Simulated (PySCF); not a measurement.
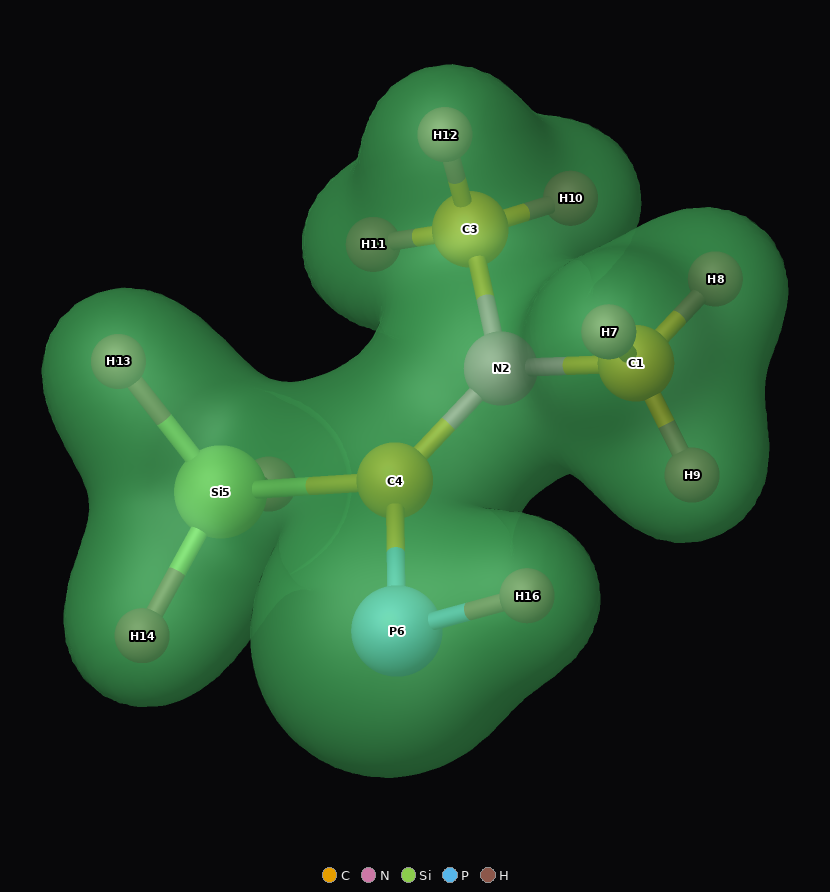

Figure. C3H10NPSi (SMILES [H]/P=C(/[SiH3])N(C)C). Isosurface of the total electron density at 0.2 e/Å³ (green), seen at an oblique angle.

Geometry: GFN2-xTB.

Method: PBE0/pcSseg-1, SCF density, gas phase, non-relativistic (PySCF).

```xyz
16

C    -1.9106    0.0654   -0.2678
N    -0.5005   -0.2088   -0.1397
C    -0.1829   -1.5814    0.1610
C     0.4077    0.7868   -0.0121
Si    2.2689    0.4313    0.0913
P     0.1171    2.4709    0.0164
H    -2.3427    0.4308    0.6713
H    -2.4262   -0.8488   -0.5568
H    -2.0714    0.8164   -1.0437
H    -0.6323   -2.2360   -0.5907
H     0.8917   -1.7357    0.1566
H    -0.5723   -1.8673    1.1456
H     2.5748   -0.2629    1.3504
H     2.9772    1.7011    0.0276
H     2.6735   -0.4437   -1.0185
H    -1.2797    2.4909   -0.0025
```

> How is the density connected at this value?

At this value the surface is in one piece. It bridges the sampled C–N (1.35 Å), C–P (1.71 Å), C–Si (1.90 Å) and C–H (1.09 Å) contacts, where the density stays above the isovalue. On the grid the lowest density along these lines, outside the cores, is 2.1 e/Å³ (C–N, 1.35 Å), 1.1 e/Å³ (C–P, 1.71 Å), 0.76 e/Å³ (C–Si, 1.90 Å) and 1.9 e/Å³ (C–H, 1.09 Å).
